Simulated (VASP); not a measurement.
Band structure of GeS. All values below come from PBE GGA, VASP's PBE PAW potentials (set 64) (plane waves; VASP).

The cell holds a wide vacuum, so values per volume refer to the whole cell.

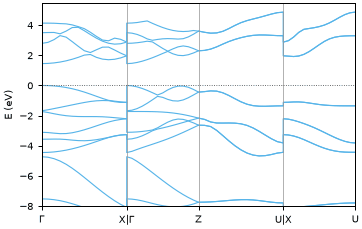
Fig. 1. Bands along high-symmetry lines, zero at the valence-band maximum or, without a gap, the Fermi level

Task: Read the plot: is there a gap, and where are the band edges?

Result: The gap is direct, 1.45 eV, from the valence maximum at Γ to the conduction minimum at Γ.

The cell is a sheet with vacuum, built from a generated structure.
